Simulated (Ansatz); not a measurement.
## Ti3Mo, from a guessed structure to a relaxed one

This structure for Ti3Mo is made up. Its elements were placed in a known structure type with a cell scaled to their sizes. What cell does the guess relax to, and how far off was it?

Program: Ansatz 0.2.0. Level of theory: DFT, PBE, plane-wave PAW, files of the set soft_1, scalar-relativistic, no spin, cell and ions relaxed at zero pressure; PAW set soft_1, in the first sound run; inputs show where later runs differ. Results are calculated unless marked as measured.

### 1. The starting structure

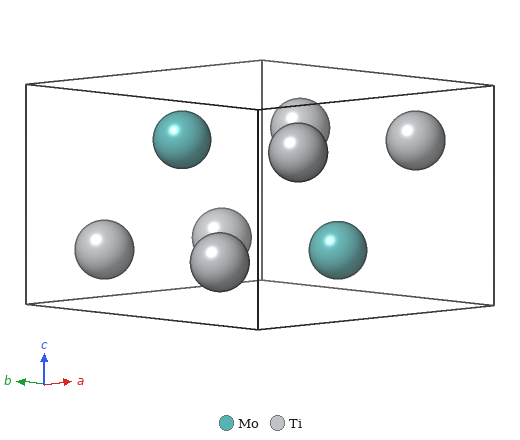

Start, viewed from a free direction; molybdenum teal, titanium light grey.

### 2. Relaxation of the guess

The guessed cell has no reason to be at equilibrium. It is relaxed with the atoms, within the space group of the guess.

The input, input.yaml:

```yaml
crystal:
  lattice:
    - [5.812, 0.0, 0.0]
    - [-2.906, 5.033339647, 0.0]
    - [0.0, 0.0, 4.813]
  atoms:
    - { symbol: Mo, position: [0.333333333, 0.666666667, 0.75] }
    - { symbol: Mo, position: [0.666666667, 0.333333333, 0.25] }
    - { symbol: Ti, position: [0.167500005, 0.33500001, 0.25] }
    - { symbol: Ti, position: [0.167500005, 0.832499995, 0.25] }
    - { symbol: Ti, position: [0.66499999, 0.832499995, 0.25] }
    - { symbol: Ti, position: [0.832499995, 0.66499999, 0.75] }
    - { symbol: Ti, position: [0.832499995, 0.167500005, 0.75] }
    - { symbol: Ti, position: [0.33500001, 0.167500005, 0.75] }
kpoints:
  mp_grid: { grid: [5, 5, 6] }
scf:
  occupations: { method: fermi_dirac, width: 0.05 }
hamiltonian:
  xc: pbe
  pseudopotentials: { kind: paw, azcp: { folder: soft_1 } }
relax:
  f_tol: 0.015
  max_steps: 70
  cell: {}
output:
  forces: true
  stress: true
```

Launch:

```console
$ ansatz run input.yaml --threads 4 --pin off --max-ram 10240MiB --backend cpu --events-out ev --progress --plain --runs-dir out
```

Numbers of over 12 decimals in the logs are rounded to 6 here.

The log of the run:

```text
Engine: ansatz 0.2.0, x86_64-unknown-linux-gnu
Pseudopotentials: kind: paw
Pseudopotential: Mo, paw, valence charge 14, recommended cutoff 420 eV (normal), soft_1/Mo.paw.azcp
Pseudopotential: Ti, paw, valence charge 12, recommended cutoff 420 eV (normal), soft_1/Ti.paw.azcp
Functional definition: PBE
  parameter kappa = 0.804
  parameter beta = 0.066725
  exchange = pbe_x(kappa = kappa, mu = beta*pi^2/3)
  correlation = pbe_c(beta = beta)
Crystal: 8 atoms, lattice volume = 140.798 Å³
Basis set: ecut = 420 eV, 2753 PW (Γ), exchange–correlation on 80×80×72 points (8 copies of the dense FFT grid, shifted against one another)
Bands: 60, of which v1, the nominal top of the filled ones, is band 50 counted from 1 (49 counted from 0)
Symmetry: 24 space group operations
Space group: P63/mmc (ITA 194), of the structure as read, at distance tolerance 5.2e-5 Å
k-points: 20 of 150
Non-local potential: Mo, projectors of the file, l = 0: 3, l = 1: 2, l = 2: 2, l = 3: 1
Non-local potential: Ti, projectors of the file, l = 0: 3, l = 1: 2, l = 2: 3, l = 3: 1
PAW form: soft (Blöchl's): semilocal exchange-correlation on the pseudo side does not see the compensation charge
PAW one-centre angular grid: Mo, 590 points (default); XC on 64 Gauss nodes
PAW one-centre angular grid: Ti, 590 points (default); XC on 64 Gauss nodes
Initial density: superposition of atomic densities (chi_scale 0.1, normalization cell, long waves kept (reshape's long-wave potential 0.00 eV rms))
Initial wavefunctions: pseudopotential atomic-orbital guess
Functional: x = pbe(κ = 0.804, μ = 0.219515), c = pbe(β = 0.066725)
SCF iter   1: F=—  HF=-24924.070199 eV  |F-HF|=—  |Δ(HF+E_count)|=         —  Δρ=1.73e-1  dr2=1.14e2  ethr=3.10e-3  ⟨swp⟩=7.1  Hψ=4380  notcnv=0
preconditioner: auto → Kerker (q_TF=auto, 2.577 Å⁻¹)  [metal: Δε(μ)=0.028 eV  Ē_g=2.521 eV  σ=0.050 eV  W_gap=0.14  n_scr=44 (ndim 8)  ℏωp=18.8 eV  f_vac=0.000  D(μ)=18.04/eV (n_scr^D=276)]
SCF iter   2: F=—  HF=-24909.955302 eV  |F-HF|=—  |Δ(HF+E_count)|=    1.41e1  Δρ=4.65e-2  dr2=5.62e0  ethr=3.10e-3  ⟨swp⟩=5.0  Hψ=3417  notcnv=0
SCF iter   3: F=—  HF=-24909.273431 eV  |F-HF|=—  |Δ(HF+E_count)|=   6.82e-1  Δρ=2.33e-2  dr2=1.15e0  ethr=3.10e-3  ⟨swp⟩=4.5  Hψ=2672  notcnv=0
SCF iter   4: F=—  HF=-24909.251652 eV  |F-HF|=—  |Δ(HF+E_count)|=   2.18e-2  Δρ=1.14e-2  dr2=3.37e-1  ethr=1.15e-3  ⟨swp⟩=3.2  Hψ=2026  notcnv=0
SCF iter   5: F=—  HF=-24909.211584 eV  |F-HF|=—  |Δ(HF+E_count)|=   4.01e-2  Δρ=4.60e-3  dr2=5.69e-2  ethr=3.37e-4  ⟨swp⟩=2.8  Hψ=1584  notcnv=0
SCF iter   6: F=—  HF=-24909.206948 eV  |F-HF|=—  |Δ(HF+E_count)|=   4.64e-3  Δρ=6.09e-4  dr2=7.55e-4  ethr=5.69e-5  ⟨swp⟩=2.3  Hψ=1706  notcnv=0
SCF iter   7: F=—  HF=-24909.206948 eV  |F-HF|=—  |Δ(HF+E_count)|=   6.99e-7  Δρ=1.34e-4  dr2=2.36e-5  ethr=7.55e-7  ⟨swp⟩=2.0  Hψ=1458  notcnv=0
SCF iter   8: F=—  HF=-24909.206902 eV  |F-HF|=—  |Δ(HF+E_count)|=   4.56e-5  Δρ=4.20e-5  dr2=4.60e-6  ethr=2.36e-8  ⟨swp⟩=2.2  Hψ=1622  notcnv=0
SCF iter   9: F=—  HF=-24909.206902 eV  |F-HF|=—  |Δ(HF+E_count)|=   3.58e-7  Δρ=9.38e-6  dr2=2.55e-7  ethr=4.60e-9  ⟨swp⟩=2.0  Hψ=1509  notcnv=0
SCF iter  10: F=-24909.206902 eV  HF=-24909.206902 eV  |F-HF|=8.66e-9  |Δ(HF+E_count)|=   1.63e-8  Δρ=1.94e-6  dr2=1.05e-8  ethr=1.00e-10  ⟨swp⟩=4.1  Hψ=3486  notcnv=0
SCF 1 converged in 10 iterations: F = -24909.206902 eV  dr2 = 1.05e-8
  greatest PAW one-centre occupation: 0.999 electrons in one spin orbital (limit 2), on the Mo atom at site 1 (counted from 0), in its partial waves of l = 0
relax step   1: F+E_penalty+E_count = -24909.20690157 eV  Δ(F+E_penalty+E_count) = +0.000e0 eV  max|allowed force component| = 2.008e-1 eV/Å  Δτ_max = 0.0000 Å  P = -6.207 GPa  Ω = 140.798 Å³  (10 SCF iters, dr2 threshold 1.00e-7 eV, accepted)
Crystal: 8 atoms, lattice volume = 123.487 Å³
Basis set: ecut = 420 eV, 2403 PW (Γ), exchange–correlation on 80×80×72 points (8 copies of the dense FFT grid, shifted against one another)
Initial density: handed on by an earlier stage of this run
Initial wavefunctions: those handed on with the density
iter 1 solved again at ethr=8.79e-4 eV; its pass at ethr=3.10e-3 eV (dr2=8.79e-1 eV) is discarded
SCF iter   1: F=—  HF=-24908.999794 eV  |F-HF|=—  |Δ(HF+E_count)|=         —  Δρ=1.81e-2  dr2=8.86e-1  ethr=8.79e-4  ⟨swp⟩=1.1  Hψ=5709  notcnv=0
preconditioner: auto → Kerker (q_TF=auto, 2.634 Å⁻¹)  [metal: Δε(μ)=0.022 eV  Ē_g=2.796 eV  σ=0.050 eV  W_gap=0.11  n_scr=32 (ndim 8)  ℏωp=20.0 eV  f_vac=0.000  D(μ)=11.00/eV (n_scr^D=136)]
SCF iter   2: F=—  HF=-24908.927064 eV  |F-HF|=—  |Δ(HF+E_count)|=   7.27e-2  Δρ=7.09e-3  dr2=1.22e-1  ethr=8.79e-4  ⟨swp⟩=2.4  Hψ=1504  notcnv=0
SCF iter   3: F=—  HF=-24908.915844 eV  |F-HF|=—  |Δ(HF+E_count)|=   1.12e-2  Δρ=1.52e-3  dr2=3.39e-3  ethr=1.22e-4  ⟨swp⟩=2.2  Hψ=1696  notcnv=0
SCF iter   4: F=—  HF=-24908.915396 eV  |F-HF|=—  |Δ(HF+E_count)|=   4.48e-4  Δρ=2.86e-4  dr2=1.61e-4  ethr=3.39e-6  ⟨swp⟩=2.0  Hψ=2036  notcnv=0
SCF iter   5: F=—  HF=-24908.915394 eV  |F-HF|=—  |Δ(HF+E_count)|=   2.97e-6  Δρ=5.61e-5  dr2=5.50e-6  ethr=1.61e-7  ⟨swp⟩=2.0  Hψ=1523  notcnv=0
SCF iter   6: F=-24908.915392 eV  HF=-24908.915392 eV  |F-HF|=6.54e-7  |Δ(HF+E_count)|=   1.00e-6  Δρ=1.61e-5  dr2=7.80e-7  ethr=8.00e-10  ⟨swp⟩=4.0  Hψ=3667  notcnv=0
SCF 2 converged in 6 iterations: F = -24908.915392 eV  dr2 = 7.80e-7
relax step   2: F+E_penalty+E_count = -24908.91539185 eV  Δ(F+E_penalty+E_count) = +2.915e-1 eV  max|allowed force component| = 3.441e-1 eV/Å  Δτ_max = 0.0302 Å  P = +13.630 GPa  Ω = 123.487 Å³  energy of the carried Pulay correction = +4.099e-3 eV  (6 SCF iters, dr2 threshold 8.00e-7 eV, rejected (line search))
Crystal: 8 atoms, lattice volume = 134.882 Å³
Basis set: ecut = 420 eV, 2667 PW (Γ), exchange–correlation on 80×80×72 points (8 copies of the dense FFT grid, shifted against one another)
iter 1 solved again at ethr=6.09e-4 eV; its pass at ethr=3.10e-3 eV (dr2=6.09e-1 eV) is discarded
SCF iter   1: F=—  HF=-24909.401232 eV  |F-HF|=—  |Δ(HF+E_count)|=         —  Δρ=1.40e-2  dr2=6.16e-1  ethr=6.09e-4  ⟨swp⟩=1.0  Hψ=5724  notcnv=0
preconditioner: auto → Kerker (q_TF=auto, 2.596 Å⁻¹)  [metal: Δε(μ)=0.027 eV  Ē_g=2.629 eV  σ=0.050 eV  W_gap=0.13  n_scr=44 (ndim 8)  ℏωp=19.2 eV  f_vac=0.000  D(μ)=13.42/eV (n_scr^D=162)]
SCF iter   2: F=—  HF=-24909.355822 eV  |F-HF|=—  |Δ(HF+E_count)|=   4.54e-2  Δρ=5.11e-3  dr2=7.53e-2  ethr=6.09e-4  ⟨swp⟩=2.1  Hψ=1384  notcnv=0
SCF iter   3: F=—  HF=-24909.350418 eV  |F-HF|=—  |Δ(HF+E_count)|=   5.40e-3  Δρ=1.13e-3  dr2=2.03e-3  ethr=7.53e-5  ⟨swp⟩=2.0  Hψ=1510  notcnv=0
SCF iter   4: F=—  HF=-24909.350196 eV  |F-HF|=—  |Δ(HF+E_count)|=   2.21e-4  Δρ=2.99e-4  dr2=2.45e-4  ethr=2.03e-6  ⟨swp⟩=2.0  Hψ=2052  notcnv=0
SCF iter   5: F=—  HF=-24909.350175 eV  |F-HF|=—  |Δ(HF+E_count)|=   2.10e-5  Δρ=5.47e-5  dr2=1.05e-5  ethr=2.45e-7  ⟨swp⟩=2.0  Hψ=1525  notcnv=0
SCF iter   6: F=—  HF=-24909.350189 eV  |F-HF|=—  |Δ(HF+E_count)|=   1.38e-5  Δρ=1.68e-5  dr2=9.68e-7  ethr=1.05e-8  ⟨swp⟩=1.8  Hψ=1281  notcnv=0
SCF iter   7: F=—  HF=-24909.350190 eV  |F-HF|=—  |Δ(HF+E_count)|=   5.60e-7  Δρ=2.92e-6  dr2=1.02e-8  ethr=9.68e-10  ⟨swp⟩=2.0  Hψ=1467  notcnv=0
SCF iter   8: F=—  HF=-24909.350190 eV  |F-HF|=—  |Δ(HF+E_count)|=   1.63e-9  Δρ=6.90e-7  dr2=7.27e-10  ethr=1.02e-11  ⟨swp⟩=2.7  Hψ=2271  notcnv=0
SCF iter   9: F=-24909.350190 eV  HF=-24909.350190 eV  |F-HF|=2.91e-11  |Δ(HF+E_count)|=  9.09e-11  Δρ=1.62e-7  dr2=4.83e-11  ethr=1.00e-12  ⟨swp⟩=4.1  Hψ=3673  notcnv=0
SCF 3 converged in 9 iterations: F = -24909.350190 eV  dr2 = 4.83e-11
relax step   3: F+E_penalty+E_count = -24909.35018951 eV  Δ(F+E_penalty+E_count) = -1.433e-1 eV  max|allowed force component| = 4.611e-2 eV/Å  Δτ_max = 0.0113 Å  P = -0.776 GPa  Ω = 134.882 Å³  energy of the carried Pulay correction = +1.343e-3 eV  (9 SCF iters, accepted)
Crystal: 8 atoms, lattice volume = 134.064 Å³
iter 1 solved again at ethr=1.47e-6 eV; its pass at ethr=3.10e-3 eV (dr2=1.47e-3 eV) is discarded
SCF iter   1: F=—  HF=-24909.353067 eV  |F-HF|=—  |Δ(HF+E_count)|=         —  Δρ=7.74e-4  dr2=1.51e-3  ethr=1.47e-6  ⟨swp⟩=2.0  Hψ=5360  notcnv=0
preconditioner: auto → Kerker (q_TF=auto, 2.598 Å⁻¹)  [metal: Δε(μ)=0.025 eV  Ē_g=2.620 eV  σ=0.050 eV  W_gap=0.12  n_scr=44 (ndim 8)  ℏωp=19.2 eV  f_vac=0.000  D(μ)=13.09/eV (n_scr^D=162)]
SCF iter   2: F=—  HF=-24909.352884 eV  |F-HF|=—  |Δ(HF+E_count)|=   1.83e-4  Δρ=3.88e-4  dr2=4.09e-4  ethr=1.47e-6  ⟨swp⟩=1.2  Hψ=1206  notcnv=0
SCF iter   3: F=—  HF=-24909.352808 eV  |F-HF|=—  |Δ(HF+E_count)|=   7.65e-5  Δρ=8.19e-5  dr2=2.41e-5  ethr=4.09e-7  ⟨swp⟩=2.0  Hψ=1524  notcnv=0
iter 4 did not close the SCF: its close was put off for the readings that it lacked (scf_convergence_deferred on its scf_iter line)
SCF iter   4: F=-24909.352801 eV  HF=-24909.352801 eV  |F-HF|=2.81e-7  |Δ(HF+E_count)|=   6.17e-6  Δρ=1.48e-5  dr2=4.25e-7  ethr=2.41e-8  ⟨swp⟩=2.0  Hψ=1554  notcnv=0
iter 5 did not close the SCF: its close was put off for the readings that it lacked (scf_convergence_deferred on its scf_iter line)
SCF iter   5: F=-24909.352801 eV  HF=-24909.352801 eV  |F-HF|=1.97e-8  |Δ(HF+E_count)|=   6.83e-8  Δρ=4.44e-6  dr2=2.79e-8  ethr=4.25e-10  ⟨swp⟩=2.0  Hψ=1604  notcnv=0
SCF iter   6: F=-24909.352801 eV  HF=-24909.352801 eV  |F-HF|=1.19e-9  |Δ(HF+E_count)|=   7.72e-9  Δρ=1.33e-6  dr2=2.89e-9  ethr=2.79e-11  ⟨swp⟩=1.0  Hψ=3212  notcnv=0
SCF 4 converged in 6 iterations: F = -24909.352801 eV  dr2 = 2.89e-9
relax step   4: F+E_penalty+E_count = -24909.35280128 eV  Δ(F+E_penalty+E_count) = -2.612e-3 eV  max|allowed force component| = 5.232e-3 eV/Å  Δτ_max = 0.0032 Å  P = +0.096 GPa  Ω = 134.064 Å³  energy of the carried Pulay correction = +1.533e-3 eV  (6 SCF iters, dr2 threshold 8.00e-7 eV, accepted)
Crystal: 8 atoms, lattice volume = 134.134 Å³
iter 1 solved again at ethr=2.15e-7 eV; its pass at ethr=3.10e-3 eV (dr2=2.15e-4 eV) is discarded
SCF iter   1: F=—  HF=-24909.352907 eV  |F-HF|=—  |Δ(HF+E_count)|=         —  Δρ=2.47e-4  dr2=2.22e-4  ethr=2.15e-7  ⟨swp⟩=2.0  Hψ=5346  notcnv=0
preconditioner: auto → Kerker (q_TF=auto, 2.598 Å⁻¹)  [metal: Δε(μ)=0.024 eV  Ē_g=2.619 eV  σ=0.050 eV  W_gap=0.12  n_scr=44 (ndim 8)  ℏωp=19.2 eV  f_vac=0.000  D(μ)=13.12/eV (n_scr^D=162)]
SCF iter   2: F=—  HF=-24909.352899 eV  |F-HF|=—  |Δ(HF+E_count)|=   7.76e-6  Δρ=8.62e-5  dr2=3.03e-5  ethr=2.15e-7  ⟨swp⟩=1.2  Hψ=1212  notcnv=0
SCF iter   3: F=—  HF=-24909.352897 eV  |F-HF|=—  |Δ(HF+E_count)|=   1.97e-6  Δρ=2.57e-5  dr2=3.39e-6  ethr=3.03e-8  ⟨swp⟩=1.6  Hψ=1233  notcnv=0
SCF iter   4: F=—  HF=-24909.352896 eV  |F-HF|=—  |Δ(HF+E_count)|=   7.01e-7  Δρ=9.37e-6  dr2=1.71e-7  ethr=3.39e-9  ⟨swp⟩=2.0  Hψ=1532  notcnv=0
iter 5 did not close the SCF: its close was put off for the readings that it lacked (scf_convergence_deferred on its scf_iter line)
SCF iter   5: F=-24909.352896 eV  HF=-24909.352896 eV  |F-HF|=2.87e-9  |Δ(HF+E_count)|=   2.68e-8  Δρ=1.92e-6  dr2=3.75e-9  ethr=1.71e-10  ⟨swp⟩=2.0  Hψ=1548  notcnv=0
SCF iter   6: F=-24909.352896 eV  HF=-24909.352896 eV  |F-HF|=5.09e-10  |Δ(HF+E_count)|=   1.03e-9  Δρ=5.93e-7  dr2=7.06e-10  ethr=3.75e-12  ⟨swp⟩=1.1  Hψ=3476  notcnv=0
SCF 5 converged in 6 iterations: F = -24909.352896 eV  dr2 = 7.06e-10
relax step   5: F+E_penalty+E_count = -24909.35289624 eV  Δ(F+E_penalty+E_count) = -9.496e-5 eV  max|allowed force component| = 2.668e-3 eV/Å  Δτ_max = 0.0005 Å  P = +0.034 GPa  Ω = 134.134 Å³  energy of the carried Pulay correction = +1.517e-3 eV  (6 SCF iters, dr2 threshold 6.14e-8 eV, accepted)
Crystal: 8 atoms, lattice volume = 134.189 Å³
iter 1 solved again at ethr=5.26e-7 eV; its pass at ethr=3.10e-3 eV (dr2=5.26e-4 eV) is discarded
SCF iter   1: F=—  HF=-24909.353040 eV  |F-HF|=—  |Δ(HF+E_count)|=         —  Δρ=4.34e-4  dr2=5.51e-4  ethr=5.26e-7  ⟨swp⟩=2.0  Hψ=5353  notcnv=0
preconditioner: auto → Kerker (q_TF=auto, 2.598 Å⁻¹)  [metal: Δε(μ)=0.011 eV  Ē_g=2.618 eV  σ=0.050 eV  W_gap=0.06  n_scr=44 (ndim 8)  ℏωp=19.2 eV  f_vac=0.000  D(μ)=13.12/eV (n_scr^D=162)]
SCF iter   2: F=—  HF=-24909.353004 eV  |F-HF|=—  |Δ(HF+E_count)|=   3.55e-5  Δρ=1.78e-4  dr2=8.46e-5  ethr=5.26e-7  ⟨swp⟩=1.4  Hψ=1213  notcnv=0
SCF iter   3: F=—  HF=-24909.353001 eV  |F-HF|=—  |Δ(HF+E_count)|=   3.60e-6  Δρ=5.21e-5  dr2=9.76e-6  ethr=8.46e-8  ⟨swp⟩=1.7  Hψ=1244  notcnv=0
SCF iter   4: F=—  HF=-24909.352998 eV  |F-HF|=—  |Δ(HF+E_count)|=   2.72e-6  Δρ=1.50e-5  dr2=3.70e-7  ethr=9.76e-9  ⟨swp⟩=2.0  Hψ=1503  notcnv=0
iter 5 did not close the SCF: its close was put off for the readings that it lacked (scf_convergence_deferred on its scf_iter line)
SCF iter   5: F=-24909.352998 eV  HF=-24909.352998 eV  |F-HF|=8.35e-9  |Δ(HF+E_count)|=   6.85e-8  Δρ=3.64e-6  dr2=1.16e-8  ethr=3.70e-10  ⟨swp⟩=2.0  Hψ=1559  notcnv=0
SCF iter   6: F=-24909.352998 eV  HF=-24909.352998 eV  |F-HF|=8.19e-10  |Δ(HF+E_count)|=   3.31e-9  Δρ=8.89e-7  dr2=1.39e-9  ethr=1.16e-11  ⟨swp⟩=1.8  Hψ=3572  notcnv=0
SCF 6 converged in 6 iterations: F = -24909.352998 eV  dr2 = 1.39e-9
relax step   6: F+E_penalty+E_count = -24909.35299810 eV  Δ(F+E_penalty+E_count) = -1.019e-4 eV  max|allowed force component| = 4.891e-4 eV/Å  Δτ_max = 0.0008 Å  P = +0.002 GPa  Ω = 134.189 Å³  energy of the carried Pulay correction = +1.504e-3 eV  (6 SCF iters, dr2 threshold 1.70e-8 eV, accepted)
Basis set: ecut = 420 eV, 2667 PW (Γ), exchange–correlation on 80×80×64 points (8 copies of the dense FFT grid, shifted against one another)
Initial wavefunctions: pseudopotential atomic-orbital guess (no wavefunctions were taken with the density)
iter 1 solved again at ethr=1.00e-6 eV; its pass at ethr=3.10e-3 eV (dr2=1.00e-3 eV) is discarded
SCF iter   1: F=—  HF=-24909.350993 eV  |F-HF|=—  |Δ(HF+E_count)|=         —  Δρ=6.07e-5  dr2=6.73e-7  ethr=1.00e-6  ⟨swp⟩=3.1  Hψ=6771  notcnv=0
eigensolver tolerance schedule: the retry pair's looser diagonalisation over-reported the residual by 1490.17 of it (diagonalisation noise at 0.93 of the residual, at the tolerance the schedule requests for it); recorded, not acted on — ethr = c·dr2/N_el stays at c = 1.0e-1
preconditioner: auto → Kerker (q_TF=auto, 2.598 Å⁻¹)  [metal: Δε(μ)=0.012 eV  Ē_g=2.617 eV  σ=0.050 eV  W_gap=0.06  n_scr=44 (ndim 8)  ℏωp=19.2 eV  f_vac=0.000  D(μ)=13.15/eV (n_scr^D=162)]
SCF iter   2: F=—  HF=-24909.351237 eV  |F-HF|=—  |Δ(HF+E_count)|=   2.44e-4  Δρ=3.31e-5  dr2=3.26e-7  ethr=6.73e-10  ⟨swp⟩=2.0  Hψ=2239  notcnv=0
SCF iter   3: F=—  HF=-24909.351237 eV  |F-HF|=—  |Δ(HF+E_count)|=   3.97e-7  Δρ=4.87e-6  dr2=2.54e-8  ethr=3.26e-10  ⟨swp⟩=2.0  Hψ=2195  notcnv=0
SCF iter   4: F=—  HF=-24909.351237 eV  |F-HF|=—  |Δ(HF+E_count)|=   5.39e-9  Δρ=1.36e-6  dr2=2.00e-9  ethr=2.54e-11  ⟨swp⟩=2.0  Hψ=1479  notcnv=0
SCF iter   5: F=—  HF=-24909.351237 eV  |F-HF|=—  |Δ(HF+E_count)|=  9.86e-10  Δρ=3.97e-7  dr2=2.40e-10  ethr=2.00e-12  ⟨swp⟩=2.0  Hψ=1468  notcnv=0
SCF iter   6: F=-24909.351237 eV  HF=-24909.351237 eV  |F-HF|=3.64e-12  |Δ(HF+E_count)|=  7.28e-12  Δρ=5.38e-8  dr2=2.89e-12  ethr=1.00e-12  ⟨swp⟩=3.9  Hψ=3356  notcnv=0
SCF 7 converged in 6 iterations: F = -24909.351237 eV  dr2 = 2.89e-12
relax step   7: F+E_penalty+E_count = -24909.35123719 eV  Δ(F+E_penalty+E_count) = +1.761e-3 eV  max|allowed force component| = 3.743e-4 eV/Å  Δτ_max = 0.0000 Å  P = +0.014 GPa  Ω = 134.189 Å³  stress off target by 1.66e-2 GPa  SCF on the basis re-selected at this cell (its energy is not comparable with the rows above)  (6 SCF iters)
basis re-selected at this cell: Δ(F+E_penalty+E_count) = +1.761e-3 eV, ΔP = +0.012 GPa vs the last step (what re-selecting the basis moved, of the pressure what is left beyond the Pulay correction that the steps carried, after the strain that the cell walked since its last selection, with what the two solves' SCF thresholds leave and, on support functions, any second-order correction that the steps lacked; it is no measure of the basis error at this ecutwfc). The dense FFT grid was sized anew with the basis: this SCF ran on 40×40×32 points, the steps before it on 40×40×36, so part of this shift can come from that change (see relax.cell in the input reference). [rest of the remark cut]
SCF converged after 6 iterations
Free energy (F): -24909.351237 eV
Harris-Foulkes:  -24909.351237 eV  (|F-HF|=3.64e-12)
Internal energy: -24909.241005 eV  (E = F + TS)
E sigma→0 (E₀):  -24909.296121 eV
Entropy (-TS):   -0.110232 eV (-13.779 meV/atom)
Fermi energy:    15.180689 eV
--- Per-component energies (eV) ---
  E_band       = -1074.947436
  E_kinetic    = 2532.156736
  E_local      = -6817.303625  (includes V_loc(G=0)·N_el)
  E_nonlocal   = 662.340884
  E_hartree    = 2611.972964
  E_xc         = -1049.237786
  E_vxc        = -1311.940517  (∫ρ·V_xc dr)
  E_paw        = -12677.495004  (= ΣΔE_a)
  E_vpaw       = -1364.146431  (= ΣTr[D̂ρ^β])
  E_aug_tail   = -0.000378  (compensation charges beyond the density's cutoff)
  E_ewald      = -10171.674796
  E_smearing   = -0.110232  (= −TS)
  E_closure    = 0.000000  (closes the sum)
  Σ components = -24909.351237   (vs F -24909.351237, Δ=0.00e0)
--- Forces (eV/Å), atoms counted from 1 ---
  atom   1  Mo     0.00000000    -0.00000000    -0.00000000
  atom   2  Mo    -0.00000000     0.00000000     0.00000000
  atom   3  Ti     0.00000000     0.00037428    -0.00000000
  atom   4  Ti     0.00032414    -0.00018714     0.00000000
  atom   5  Ti    -0.00032414    -0.00018714     0.00000000
  atom   6  Ti    -0.00000000    -0.00037428     0.00000000
  atom   7  Ti    -0.00032414     0.00018714     0.00000000
  atom   8  Ti     0.00032414     0.00018714    -0.00000000
  max |Σ_I F_I| component: 9.25e-18 eV/Å
--- Stress (GPa, compression-positive) ---
        0.016634      -0.000000       0.000000
        0.000000       0.016634      -0.000000
        0.000000      -0.000000       0.009165
  P = ⅓ Tr σ = 0.0141 GPa (0.141 kbar)
--- Relaxed structure (6 steps of the walk, 5 accepted, 1 SCFs on fresh bases) ---
  F+E_penalty+E_count = -24909.35123719 eV   max|allowed force component| = 3.743e-4 eV/Å   (the final SCF, on the basis selected at the relaxed cell)
  cell:  # Å, volume = 134.1894 Å³
    - [5.734840, 0.0, 0.0]
    - [-2.867420, 4.966517, 0.0]
    - [0.0, 0.0, 4.711347]
  atoms:
    - { symbol: Mo, position: [0.333333, 0.666667, 0.75] }
    - { symbol: Mo, position: [0.666667, 0.333333, 0.25] }
    - { symbol: Ti, position: [0.169063, 0.338125, 0.25] }
    - { symbol: Ti, position: [0.169063, 0.830937, 0.25] }
    - { symbol: Ti, position: [0.661875, 0.830937, 0.25] }
    - { symbol: Ti, position: [0.830937, 0.661875, 0.75] }
    - { symbol: Ti, position: [0.830937, 0.169063, 0.75] }
    - { symbol: Ti, position: [0.338125, 0.169063, 0.75] }
```

Elapsed: 34 s, on 4 threads of AMD EPYC 7R13 (Zen 3), shared host; peak memory 0.65 GiB.

(Part 1 of 2 ends here.)

[Logs are printed without paths, hosts, clocks, repeated set-up lines and the standing remarks that a program may print on its own settings, such as how far it seeks lower states.]

[Hosts, paths, dates, database ids (printed as entryN), source tags and the programs' standing remarks are cut or masked in the printed files.]
